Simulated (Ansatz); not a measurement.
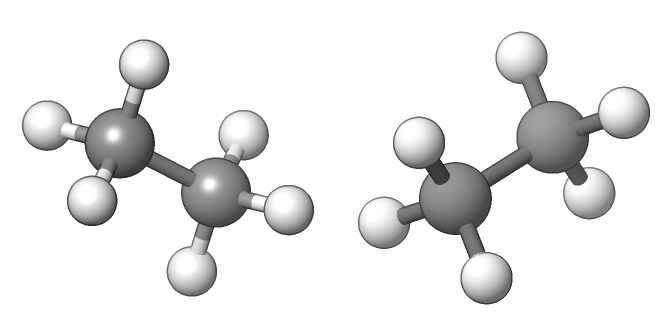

The same structure drawn twice, from different directions. Colours: carbon grey, hydrogen white.

Computed geometry: PBE0-D4/def2-TZVP optimisation.

Give the formula.

C2H6, 8 atoms: 2 carbon and 6 hydrogen.

How many bonds of each kind are drawn?

6 C–H, 1 C–C. Sticks follow a distance rule.

What is the point group of this geometry?

D3d.

How many atoms are distinct by symmetry?

2: 2 C, 6 H.

The parts below concern this one geometry. Atoms keep their numbers from picture to picture.

Shape

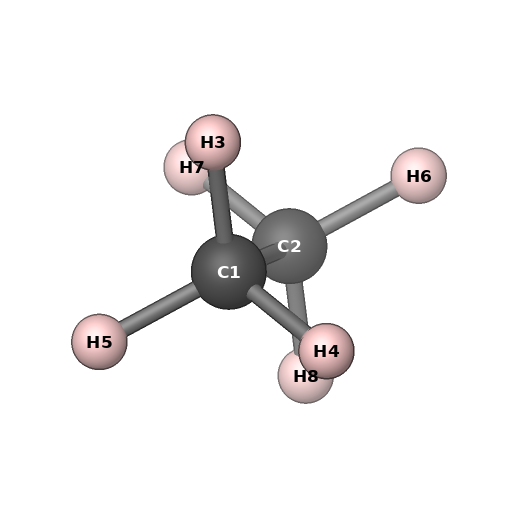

C2 lies behind C1. The molecule seen a little off the C1–C2 bond, C1 in front. Atoms fade into the background with distance from the viewer.

What is the torsion angle H3–C1–C2–H6? The sign is positive where the front bond must turn clockwise to cover the back bond.

60°, synclinal (gauche). The bonds about C1–C2 are staggered.

Charges

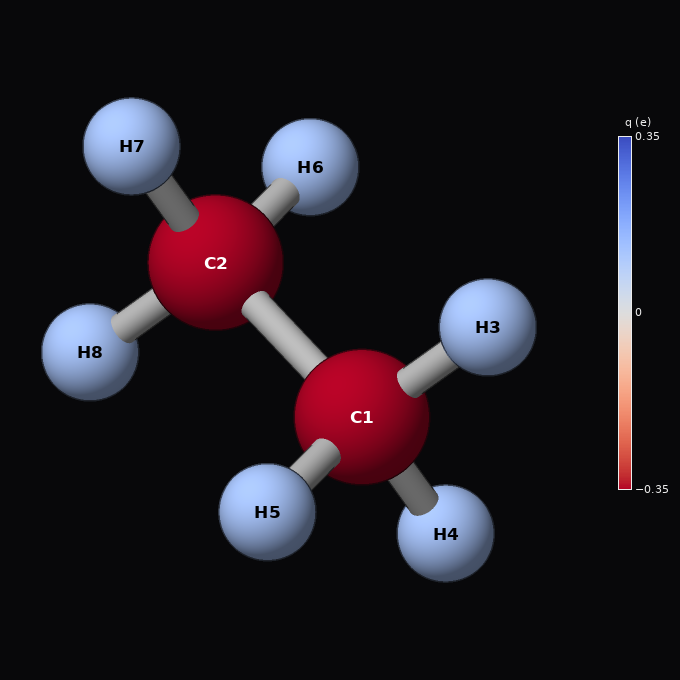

Atoms are coloured by their Mulliken charges. Level of theory: RKS PBE0-D4/def2-TZVP (Ansatz 0.2.0).

Give the Mulliken charges atom by atom.

| atom | value (e) |
| --- | --- |
| C1 | −0.35 |
| C2 | −0.35 |
| H3 | 0.12 |
| H4 | 0.12 |
| H5 | 0.12 |
| H6 | 0.12 |
| H7 | 0.12 |
| H8 | 0.12 |

Thermal motion

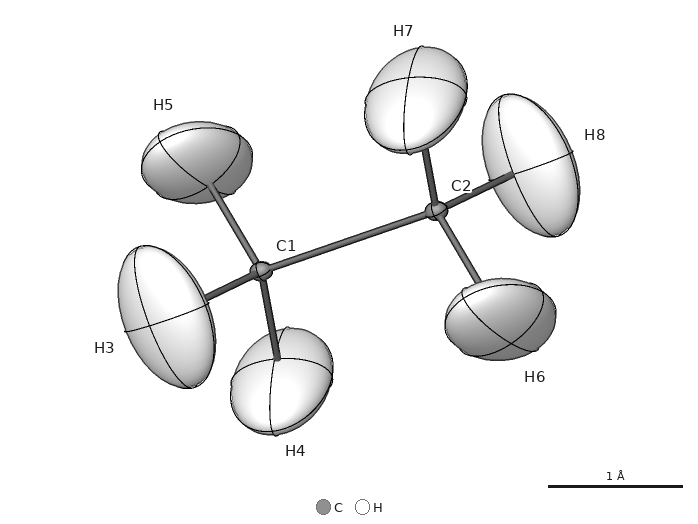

Displacement ellipsoids at the 50 % level, enlarged 2 times, from the internal vibrations of the free molecule (harmonic, no overall translation or rotation; no half-axis is drawn under 0.075 Å). Vibrations computed with RKS PBE0-D4/def2-TZVP (Ansatz 0.2.0). Temperature: 600 K.

List U_eq and the three principal root-mean-square amplitudes for each kind of atom.

```
           atom  U_eq (Å²)   rms amplitudes (Å)
         C1, C2    0.00051  0.019, 0.019, 0.029
H3, H4, H5, H6…     0.0180  0.072, 0.125, 0.182
```

Electronic properties

Method: RKS PBE0-D4/def2-TZVP (Ansatz 0.2.0).

What is the dispersion correction?

−5.8 kJ/mol.

What is the harmonic zero-point energy?

196.1 kJ/mol.

Mulliken values depend strongly on the basis set and can even reverse the polarity of a bond.
